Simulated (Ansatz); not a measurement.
# KTaO3 (Pm-3m): phonons against volume, part 2 of 4

Aim: how the vibrations of KTaO3 shift with volume, and the expansion that follows.

Ansatz 0.2.0; DFT LDA, scalar-relativistic, plane waves, PAW; PAW set soft_1.

So far. Step 2 (Probe on a coarse mesh): The start is under -5.7 GPa at this level and looks like an insulator or semiconductor on this mesh. Step 4 (Tight relaxation): The residual pressure is -0.0016 GPa, small enough for phonons.

**5. Lattice dynamics at this volume, V/V0 1**

The same q-mesh and k-mesh are kept at every volume, so that much of their error can cancel in the differences.

Input file input.yaml:

```yaml
crystal:
  lattice:
    - [3.9513565341, 0.0, 0.0]
    - [0.0, 3.9513565341, 0.0]
    - [0.0, 0.0, 3.9513565341]
  atoms:
    - { symbol: K, position: [0.5, 0.5, 0.5] }
    - { symbol: Ta, position: [0.0, 0.0, 0.0] }
    - { symbol: O, position: [0.5, 0.0, 0.0] }
    - { symbol: O, position: [0.0, 0.5, 0.0] }
    - { symbol: O, position: [0.0, 0.0, 0.5] }
kpoints:
  mp_grid: { grid: [8, 8, 8] }
hamiltonian:
  xc: lda
  pseudopotentials: { kind: paw, azcp: { folder: soft_1 }, xc_functional: pbe }
scf:
  occupations: { method: fixed }
  lower_state_search: "off"
output:
  eigenvalues: true
phonons:
  method: dfpt
  dielectric: true
  rigid_motions: translations
  qmesh: [2, 2, 2]
  temperatures: { t_max: 1000, t_step: 50 }
  qpath:
    path:
      - [[0.0, 0.0, 0.0], [0.0, 0.5, 0.0], [0.5, 0.5, 0.0], [0.0, 0.0, 0.0], [0.5, 0.5, 0.5], [0.0, 0.5, 0.0]]
      - [[0.5, 0.5, 0.0], [0.5, 0.5, 0.5]]
    npoints: 10
```

Command:

```sh
$ ansatz run input.yaml --threads 18 --pin off --max-ram 92160MiB --backend cuda --events-out ev --progress --plain --runs-dir out --max-vram 78GiB
```

Numbers of over 12 decimals in the logs are rounded to 6 here.

The log of the run:

```text
[...]
Crystal: 5 atoms, lattice volume = 61.693 Å³
Basis set: ecut = 420 eV, 1213 PW (Γ), exchange–correlation on 54×54×54 points (8 copies of the dense FFT grid, shifted against one another)
Bands: 25, of which v1, the nominal top of the filled ones, is band 20 counted from 1 (19 counted from 0)
Symmetry: 48 space group operations
k-points: 170 of 512 (irreducible under 2 space group operations, time reversal used)
[...]
SCF iter   1: F=—  HF=-12852.324861 eV  |F-HF|=—  |Δ(HF+E_count)|=         —  Δρ=5.52e-2  dr2=1.63e0  ethr=3.10e-3  ⟨swp⟩=4.3  Hψ=18127  notcnv=0  defer=436
[...]
SCF iter   2: F=—  HF=-12851.950454 eV  |F-HF|=—  |Δ(HF+E_count)|=   3.74e-1  Δρ=2.83e-2  dr2=4.36e-1  ethr=3.10e-3  ⟨swp⟩=2.0  Hψ=7042  notcnv=0  defer=433
[...]
SCF iter   9: F=-12851.822828 eV  HF=-12851.822828 eV  |F-HF|=0.00e0  |Δ(HF+E_count)|=  3.71e-10  Δρ=2.37e-7  dr2=2.25e-11  ethr=1.00e-12  ⟨swp⟩=12.8  Hψ=27313  notcnv=0
SCF 1 converged in 9 iterations: F = -12851.822828 eV  dr2 = 2.25e-11
[...]
NSCF: frozen V_eff on 35 k-points, pencils in batches of 32, up to order 100
[...]
NSCF: frozen V_eff on 35 k-points
[...]
DFPT response loops at q = (0, 0, 0) (fractional): preconditioner auto → none (the input reference at scf.mixing.eps_inf says where Resta's filter doesn't serve); β = 0.50; Anderson in place of MSR1; while a model of the screening serves, it and β = 1 on shorter waves in the place of filter and β
[...]
DFPT response loops at Γ: preconditioner auto → none (the input reference at scf.mixing.eps_inf says where Resta's filter doesn't serve); β = 0.50; Broyden in place of MSR1
── the response to a field inside a basis, on 8×8×8 k-points: an SCF that follows is theirs, and a resumed run solves both again ──
[...]
Bands: 21, of which v1, the nominal top of the filled ones, is band 20 counted from 1 (19 counted from 0)
k-points: 20 of 512
[...]
Eigensolver: Dense (20 Hₖ)
SCF iter   1: F=—  HF=-12851.822571 eV  |F-HF|=—  |Δ(HF+E_count)|=         —  Δρ=4.55e-4  dr2=2.23e-5  ethr=1.00e-1
[...]
SCF 1 converged in 4 iterations: F = -12851.822563 eV  dr2 = 1.97e-8
[...]
SCF converged after 9 iterations
[...]
Γ frequencies (cm⁻¹): 0.00 0.00 0.00 102.45 102.45 102.45 181.29 181.29 181.29 247.70 247.70 247.70 555.59 555.59 555.59
  ε∞ (high-frequency dielectric tensor):
        5.433937     0.000000     0.000000
        0.000000     5.433937     0.000000
        0.000000     0.000000     5.433937
  ε⁰ (static dielectric tensor: ions relaxed, cell fixed):
      161.570242     0.000000     0.000000
        0.000000   161.570242    -0.000000
        0.000000    -0.000000   161.570242
  ε⁰ − ε∞ (ionic part):
      156.136305     0.000000     0.000000
        0.000000   156.136305    -0.000000
        0.000000    -0.000000   156.136305
  softest optical mode at Γ: 102.45 cm⁻¹; the repairs (sum rule, projections) moved no ω² at Γ by more than (1.08 cm⁻¹)²
  Born effective charges Z* (e; rows j = field, columns β = displacement):
    site 0:
         1.15161   -0.00000   -0.00000
        -0.00000    1.15161    0.00000
         0.00000    0.00000    1.15161
    site 1:
         8.71189    0.00000   -0.00000
        -0.00000    8.71189    0.00000
        -0.00000    0.00000    8.71189
    site 2:
        -6.49496   -0.00000    0.00000
        -0.00000   -1.68427    0.00000
         0.00000    0.00000   -1.68427
    site 3:
        -1.68427    0.00000   -0.00000
         0.00000   -6.49496    0.00000
         0.00000    0.00000   -1.68427
    site 4:
        -1.68427    0.00000   -0.00000
        -0.00000   -1.68427    0.00000
         0.00000    0.00000   -6.49496
  Z* charge neutrality: 2.049e-3 e pre-enforcement
  solved inside a basis spanned on kpoints, on 8×8×8 k-points, its susceptibility summed on 12×12×12: ε∞ is read to err by 1.5e-2, Z* by 3.9e-2 e (field_mesh: kpoints solves on kpoints); Z* is corrected for what the basis lacks
  optical modes at Γ without the LO–TO term, one row a degenerate level:
      ω (cm⁻¹)  modes    IR ((D/Å)²/amu)
        102.45      3           133.8046
        181.29      3            16.9795
        247.70      3             0.0000
        555.59      3            87.6301
  optical modes at Γ + LO–TO along q̂ = [1.0000, 0.0000, 0.0000]:
      ω (cm⁻¹)  modes    IR ((D/Å)²/amu)
        102.45      2            89.2030
        173.38      1             0.0295
        181.29      2            11.3197
        247.70      3             0.0000
        396.33      1             6.6528
        555.59      2            58.4201
        818.85      1            72.7891
  optical modes at Γ + LO–TO along q̂ = [0.0000, 1.0000, 0.0000]:
      ω (cm⁻¹)  modes    IR ((D/Å)²/amu)
        102.45      2            89.2030
        173.38      1             0.0295
        181.29      2            11.3197
        247.70      3             0.0000
        396.33      1             6.6528
        555.59      2            58.4201
        818.85      1            72.7891
  optical modes at Γ + LO–TO along q̂ = [0.0000, 0.0000, 1.0000]:
      ω (cm⁻¹)  modes    IR ((D/Å)²/amu)
        102.45      2            89.2030
        173.38      1             0.0295
        181.29      2            11.3197
        247.70      3             0.0000
        396.33      1             6.6528
        555.59      2            58.4201
        818.85      1            72.7891
--- Phonons (arbitrary-q DFPT): 4 irreducible q on the 2×2×2 mesh ---
  q = [0.0000, 0.0000, 0.0000] (star 1, of the zone-centre solve; hermiticity 2.04e-11, symmetrization 1.63e-13): -0.00 -0.00 0.00 102.45 102.45 102.45 181.29 181.29 181.29 247.70 247.70 247.70 555.59 555.59 555.59
  q = [0.0000, 0.0000, -0.5000] (star 3, 9 solved perturbations in 550 linear systems a pass and spin channel, the states on 75 of 512 k-point pairs; hermiticity 5.27e-12, symmetrization 4.56e-14): 66.17 66.17 163.20 163.20 187.18 187.18 191.14 214.63 274.28 325.88 325.88 416.06 532.08 532.08 867.53
[...]
sum rule: each row above includes the acoustic sum rule's correction from the zone centre's row sums; it moved no ω² by more than (1.08 cm⁻¹)²
  mesh force constants: q→R imaginary residual 7.47e-18; ASR residual 2.574e-4 → 0.000e0 eV/Å²; symmetrization residual 3.553e-14 eV/Å²
  interpolated dispersion: 63 rows × 15 modes
  density of states and harmonic sums: on the 16×16×16 q-mesh, interpolated from the force constants of a 2×2×2 supercell (with the dipole–dipole term)
  largest difference from the sums on the solved wave vectors: F 1.56e-2 eV, S 2.87e-5 and C_V 3.13e-5 eV/K
  zero-point energy: 0.295065 eV/cell   skipped modes (ω ≤ 0): 3   left out of the sums: 4.88e-5 of the cell's modes: C_V's classical limit lies that fraction below 3 k_B per atom; for a crystal, a wire or a layer, F and S can be off by more, and a phonons.interpolated_qmesh denser along its periods is the remedy for the sampling
```

The job ended after 8.4 s (1 × NVIDIA GB200 with 18 threads of Arm Neoverse V2, shared host; peak memory 2 GiB; 45 s of CPU time).

This step gave:

```
lowest frequency on the path             : 0 cm⁻¹
zero-point energy                        : 0.2951 eV/cell
point group                              : m-3m
highest frequency                        : 947.9 cm⁻¹
Debye temperature from the second moment : 703 K
```

LO-TO term included. Phonon branches along the path, in cm⁻¹:

| point | branch 1 | branch 2 | branch 3 | branch 4 | branch 12 | branch 13 | branch 14 | branch 15 |
| --- | --- | --- | --- | --- | --- | --- | --- | --- |
| Γ | 0 | 0 | 0 | 102 | 396 | 556 | 556 | 819 |
| X | 66 | 66 | 163 | 163 | 416 | 532 | 532 | 868 |
| M | 66 | 143 | 154 | 154 | 440 | 502 | 614 | 915 |
| Γ | 0 | 0 | 0 | 102 | 396 | 556 | 556 | 819 |
| R | 133 | 133 | 133 | 178 | 423 | 580 | 580 | 948 |
| X | 66 | 66 | 163 | 163 | 416 | 532 | 532 | 868 |
| jump to M | 66 | 143 | 154 | 154 | 440 | 502 | 614 | 915 |
| R | 133 | 133 | 133 | 178 | 423 | 580 | 580 | 948 |

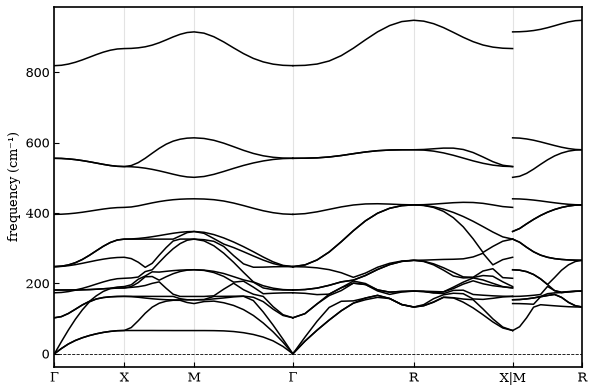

Phonon branches along the path.

The phonon density of states has structure finer than the step of the table below, so its rows give means over 50 cm⁻¹, whole bins alone (the curve runs from 5 to 945 cm⁻¹). Peaks (cm⁻¹: height): 155.0: 0.109, 205.0: 0.0655, 425.0: 0.0441, 555.0: 0.0301, 875.0: 0.0140.

Tetrahedra on 16 16 16, mean over bins of 10 cm⁻¹. Table of phonon density of states by wavenumber; means over each step:

| wavenumber (cm⁻¹) | phonon density of states (1/cm⁻¹/cell) |
| --- | --- |
| 50 | 0.00727 |
| 100 | 0.0145 |
| 150 | 0.0605 |
| 200 | 0.0576 |
| 250 | 0.0345 |
| 300 | 0.0217 |
| 350 | 0.0158 |
| 400 | 0.0172 |
| 450 | 0.0109 |
| 500 | 0.00289 |
| 550 | 0.0253 |
| 600 | 0.0118 |
| 650 | 0 |
| 700 | 0 |
| 750 | 9.0e-6 |
| 800 | 3.4e-4 |
| 850 | 0.00854 |
| 900 | 0.0101 |

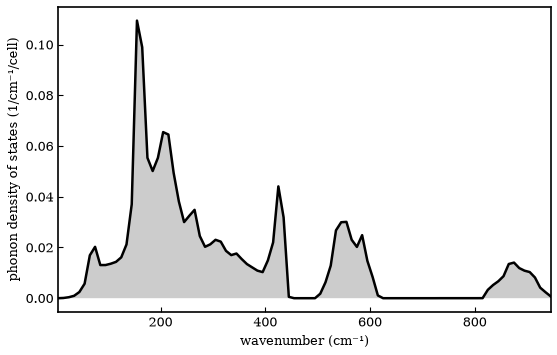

Phonon density of states, plotted against wavenumber.

Harmonic. Thermo, by row:

| T (K) | F_vib (meV/atom) | S (J/mol-atom/K) | C_V (J/mol-atom/K) |
| --- | --- | --- | --- |
| 0 | 59.01 | 0 | 0 |
| 50 | 58.87 | 1.091 | 2.939 |
| 100 | 57.31 | 5.222 | 9.494 |
| 150 | 53.36 | 9.982 | 13.96 |
| 200 | 47.02 | 14.42 | 16.85 |
| 250 | 38.5 | 18.4 | 18.8 |
| 300 | 28.02 | 21.96 | 20.16 |
| 350 | 15.8 | 25.15 | 21.14 |
| 400 | 2.01 | 28.02 | 21.87 |
| 450 | -13.19 | 30.63 | 22.41 |
| 500 | -29.69 | 33.01 | 22.82 |
| 550 | -47.37 | 35.2 | 23.15 |
| 600 | -66.15 | 37.23 | 23.41 |
| 650 | -85.93 | 39.11 | 23.61 |
| 700 | -106.7 | 40.87 | 23.78 |
| 750 | -128.3 | 42.51 | 23.92 |
| 800 | -150.7 | 44.06 | 24.04 |
| 850 | -173.9 | 45.52 | 24.14 |
| 900 | -197.9 | 46.9 | 24.22 |
| 950 | -222.5 | 48.21 | 24.29 |
| 1000 | -247.8 | 49.46 | 24.35 |

The modes has structure finer than the step of the table below, so its rows give means over 50 cm⁻¹, whole bins alone (the curve runs from -10 to 985 cm⁻¹). Peaks (cm⁻¹: height): K 158.9: 0.0701; O 208.9: 0.0368, 427.9: 0.0352, 546.7: 0.0292, 872.0: 0.0135; Ta 77.6: 0.0172, 108.9: 0.0131, 152.6: 0.0179, 215.2: 0.0165, 265.2: 0.0121, 421.6: 0.00294.

Phonopy on the run's constants, 15x15x15 mesh, Gaussian sigma 7.1 cm⁻¹. Modes against wavenumber; means over each step; values in 1/cm⁻¹/cell:

| wavenumber (cm⁻¹) | K | O | Ta |
| --- | --- | --- | --- |
| 50 | 4.2e-4 | 1.8e-4 | 0.00685 |
| 100 | 0.00170 | 6.5e-4 | 0.0120 |
| 150 | 0.0370 | 0.00984 | 0.0128 |
| 200 | 0.0179 | 0.0286 | 0.0113 |
| 250 | 0.00242 | 0.0212 | 0.0110 |
| 300 | 3.5e-4 | 0.0189 | 0.00280 |
| 350 | 8.8e-5 | 0.0146 | 1.0e-3 |
| 400 | 7.6e-5 | 0.0162 | 0.00118 |
| 450 | 4.2e-5 | 0.0102 | 7.1e-4 |
| 500 | 0 | 0.00348 | 7.9e-6 |
| 550 | 0 | 0.0247 | 2.6e-5 |
| 600 | 0 | 0.0118 | 1.2e-5 |
| 650 | 0 | 3.0e-5 | 0 |
| 700 | 0 | 0 | 0 |
| 750 | 0 | 0 | 0 |
| 800 | 2.8e-6 | 4.7e-4 | 2.7e-5 |
| 850 | 2.7e-5 | 0.00818 | 1.8e-4 |
| 900 | 7.9e-6 | 0.00983 | 5.8e-5 |
| 950 | 0 | 0.00121 | 2.9e-6 |

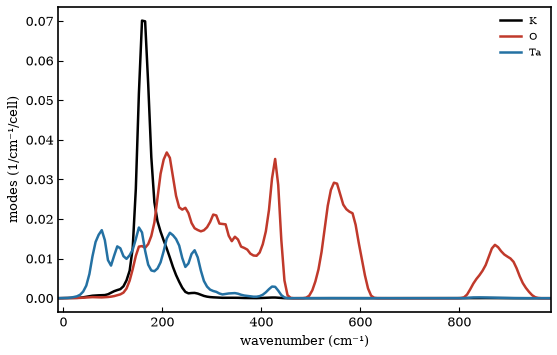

Modes against wavenumber.

Born charge (rows field, columns displacement) (e), principal values of the symmetric part by kind of site:

| atom | atoms with these values | low | middle | high | mean |
| --- | --- | --- | --- | --- | --- |
| K1 | 1 | 1.15 | 1.15 | 1.15 | 1.15 |
| Ta2 | 1 | 8.71 | 8.71 | 8.71 | 8.71 |
| O3 | 3 | -6.50 | -1.68 | -1.68 | -3.29 |

In full for Ta2:

```
8.71 0.00 0.00
0.00 8.71 0.00
0.00 0.00 8.71
```

ε∞:

```
5.43 0.00 0.00
0.00 5.43 0.00
0.00 0.00 5.43
```

No LO-TO term. The modes at Γ (shares of kinetic energy by element, %):

| mode | frequency (cm⁻¹) | symmetry | K % | Ta % | O % |
| --- | --- | --- | --- | --- | --- |
| 1 | 0.0 | T1u | 15 | 68 | 18 |
| 2 | 0.0 | T1u | 15 | 68 | 18 |
| 3 | 0.0 | T1u | 15 | 68 | 18 |
| 4 | 102.5 | T1u | 4 | 27 | 69 |
| 5 | 102.5 | T1u | 4 | 27 | 69 |
| 6 | 102.5 | T1u | 4 | 27 | 69 |
| 7 | 181.3 | T1u | 81 | 5 | 13 |
| 8 | 181.3 | T1u | 81 | 5 | 13 |
| 9 | 181.3 | T1u | 81 | 5 | 13 |
| 10 | 247.7 | T2u | 0 | 0 | 100 |
| 11 | 247.7 | T2u | 0 | 0 | 100 |
| 12 | 247.7 | T2u | 0 | 0 | 100 |
| 13 | 555.6 | T1u | 0 | 0 | 100 |
| 14 | 555.6 | T1u | 0 | 0 | 100 |
| 15 | 555.6 | T1u | 0 | 0 | 100 |

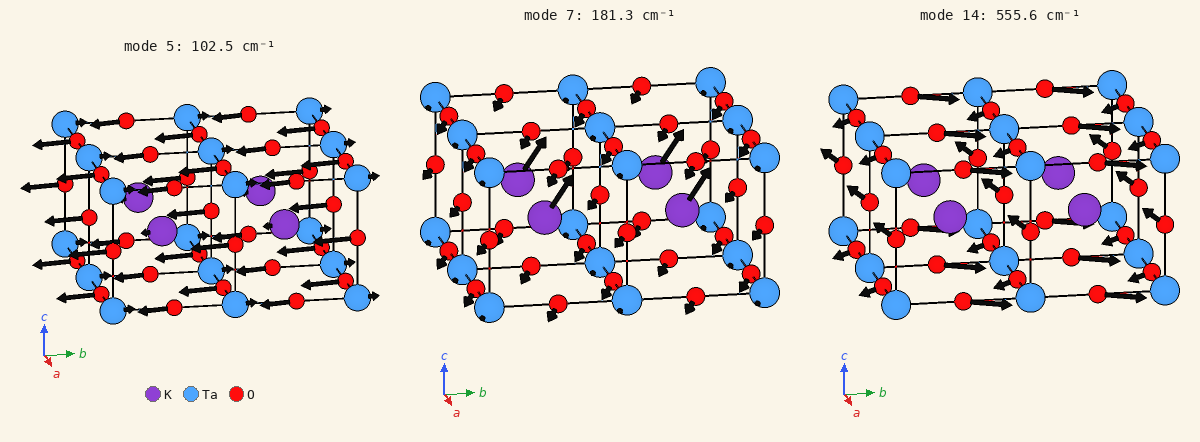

Displacement patterns of modes 5, 7 and 14 at Γ; arrows are exaggerated. 2×2×1 cells are drawn. Some periodic images of atoms are drawn too.

No mode is imaginary beyond numerical noise at the solved wavevectors.

**6. A cell at another volume, V/V0 1.015**

Symmetry fixes every atom, so a single point at the scaled cell gives the energy and pressure of this member.

The cell differs from the one that the last finished run ended in (a 3.951 → 3.971 Å, b 3.951 → 3.971 Å, c 3.951 → 3.971 Å).

input.yaml, the sections that differ from step 5:

```yaml
crystal:
  lattice:
    - [3.9710153479, 0.0, 0.0]
    - [0.0, 3.9710153479, 0.0]
    - [0.0, 0.0, 3.9710153479]
  atoms:
    - { symbol: K, position: [0.5, 0.5, 0.5] }
    - { symbol: Ta, position: [0.0, 0.0, 0.0] }
    - { symbol: O, position: [0.5, 0.0, 0.0] }
    - { symbol: O, position: [0.0, 0.5, 0.0] }
    - { symbol: O, position: [0.0, 0.0, 0.5] }
output:
  forces: true
  stress: true
  eigenvalues: true
# kpoints, hamiltonian, scf: as in step 5
# phonons: removed
```

The log of the run:

```text
[...]
GPU FFT provider: cuFFT
GPU libraries: cuBLAS 13.8.1, cuFFT 12.4.0, cuSOLVER 12.3.2
[...]
Crystal: 5 atoms, lattice volume = 62.619 Å³
Basis set: ecut = 420 eV, 1237 PW (Γ)
Bands: 25, of which v1, the nominal top of the filled ones, is band 20 counted from 1 (19 counted from 0)
Symmetry: 48 space group operations
[...]
k-points: 35 of 512
[...]
GPU buffer pool allocated for 19683 grid points (all kernels)
[...]
SCF iter   1: F=—  HF=-12852.330262 eV  |F-HF|=—  |Δ(HF+E_count)|=         —  Δρ=5.48e-2  dr2=1.66e0  ethr=3.10e-3  ⟨swp⟩=4.4  Hψ=3735  notcnv=0  defer=84
[...]
SCF iter   8: F=-12851.813266 eV  HF=-12851.813266 eV  |F-HF|=4.00e-11  |Δ(HF+E_count)|=   2.96e-8  Δρ=2.02e-6  dr2=1.53e-9  ethr=2.50e-10  ⟨swp⟩=9.9  Hψ=4166  notcnv=0
SCF 1 converged in 8 iterations: F = -12851.813266 eV  dr2 = 1.53e-9
[...]
SCF converged after 8 iterations
Free energy (F): -12851.813266 eV
[...]
Internal energy: -12851.813266 eV  (E = F + TS)
E sigma→0 (E₀):  -12851.813266 eV
Fermi energy:    8.516861 eV
[...]
--- Stress (GPa, compression-positive) ---
       -3.156544       0.000000       0.000000
        0.000000      -3.156544       0.000000
        0.000000       0.000000      -3.156544
  P = ⅓ Tr σ = -3.1565 GPa (-31.565 kbar)
--- Band table (eV; the first three rows and the last of 35) ---
  k-point 0: bands = [... 16 lower, 7.4205, 7.8934, 7.8934, 7.8934, 10.6240, 10.6240, 10.6240, 14.9974, ... 1 higher]
  k-point 1: bands = [... 16 lower, 7.3415, 7.4336, 7.8090, 7.8090, 10.6479, 11.1279, 11.1279, 15.2775, ... 1 higher]
  k-point 2: bands = [... 16 lower, 6.8022, 7.1613, 7.7280, 7.7280, 10.7071, 12.1728, 12.1728, 15.5214, ... 1 higher]
  k-point 34: bands = [... 16 lower, 4.5434, 8.5169, 8.5169, 8.5169, 15.0685, 15.0685, 15.0685, 17.2863, ... 1 higher]
```

The job ended after 1 s (1 × NVIDIA GB200 with 18 threads; peak memory 1 GiB).

Numbers from this step:

| Item | Value |
| --- | --- |
| pressure | -3.157 GPa |
| gap on the k-mesh | 2.107 eV |
| volume per atom | 12.52 Å³/atom |

At this level the gap is 2.11 eV on the k-mesh of the self-consistent run, which can miss the band edges.

**7. Lattice dynamics at this volume, V/V0 1.015**

Phonons at this volume give one point of F(V, T); meshes stay fixed along the series.

Changes to input.yaml since step 6:

```diff
@@ -20,4 +20,13 @@
 output:
-  forces: true
-  stress: true
   eigenvalues: true
+phonons:
+  method: dfpt
+  dielectric: true
+  rigid_motions: translations
+  qmesh: [2, 2, 2]
+  temperatures: { t_max: 1000, t_step: 50 }
+  qpath:
+    path:
+      - [[0.0, 0.0, 0.0], [0.0, 0.5, 0.0], [0.5, 0.5, 0.0], [0.0, 0.0, 0.0], [0.5, 0.5, 0.5], [0.0, 0.5, 0.0]]
+      - [[0.5, 0.5, 0.0], [0.5, 0.5, 0.5]]
+    npoints: 10
```

The log of the run:

```text
[...]
Crystal: 5 atoms, lattice volume = 62.619 Å³
Basis set: ecut = 420 eV, 1237 PW (Γ), exchange–correlation on 54×54×54 points (8 copies of the dense FFT grid, shifted against one another)
Bands: 25, of which v1, the nominal top of the filled ones, is band 20 counted from 1 (19 counted from 0)
Symmetry: 48 space group operations
k-points: 170 of 512 (irreducible under 2 space group operations, time reversal used)
[...]
optical modes at Γ + LO–TO along q̂ = [0.0000, 1.0000, 0.0000]:
      ω (cm⁻¹)  modes    IR ((D/Å)²/amu)
[...]
optical modes at Γ + LO–TO along q̂ = [0.0000, 0.0000, 1.0000]:
      ω (cm⁻¹)  modes    IR ((D/Å)²/amu)
[...]
252.67      3             0.0000
        397.28      1             6.4267
        534.37      2            51.4702
        796.14      1            73.4278
--- Phonons (arbitrary-q DFPT): 4 irreducible q on the 2×2×2 mesh ---
[...]
interpolated dispersion: 63 rows × 15 modes
[...]
[key lines of the parts left out:]
SCF converged after 9 iterations
```

It took 9.7 s on 1 × NVIDIA GB200 with 18 threads; peak memory 2 GiB; 52 s of CPU time.

LO-TO term included. The phonon branches at the labelled points (cm⁻¹):

| point | branch 1 | branch 2 | branch 3 | branch 4 | branch 12 | branch 13 | branch 14 | branch 15 |
| --- | --- | --- | --- | --- | --- | --- | --- | --- |
| Γ | 0 | 0 | 0 | 76 | 397 | 534 | 534 | 796 |
| X | 59 | 59 | 158 | 158 | 417 | 508 | 508 | 844 |
| M | 59 | 149 | 149 | 152 | 438 | 471 | 584 | 892 |
| Γ | 0 | 0 | 0 | 76 | 397 | 534 | 534 | 796 |
| R | 143 | 143 | 143 | 173 | 422 | 550 | 550 | 925 |
| X | 59 | 59 | 158 | 158 | 417 | 508 | 508 | 844 |
| jump to M | 59 | 149 | 149 | 152 | 438 | 471 | 584 | 892 |
| R | 143 | 143 | 143 | 173 | 422 | 550 | 550 | 925 |

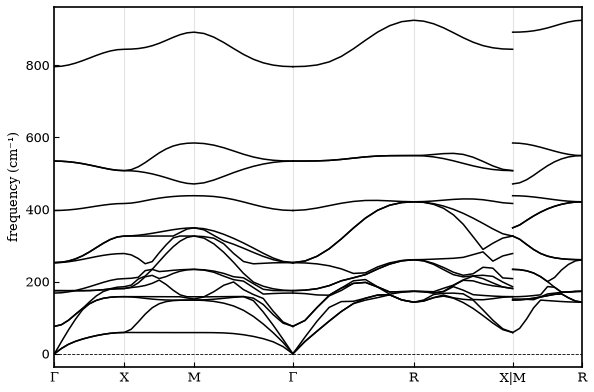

Phonon branches along the path.

No mode is imaginary beyond numerical noise at the solved wavevectors. The highest zone-centre mode (no LO–TO term) moved by -3.8 % for a volume change of +1.5 %.

[end of part 2 of 4]

[Logs are printed without paths, hosts, clocks, repeated set-up lines and the standing remarks that a program may print on its own settings, such as how far it seeks lower states.]

[Hosts, paths, dates, database ids (printed as entryN), source tags and the programs' standing remarks are cut or masked in the printed files.]

[A step with changed settings may run another functional than the one named; its input shows which.]

[Of the runs on displaced cells, only some may be shown.]
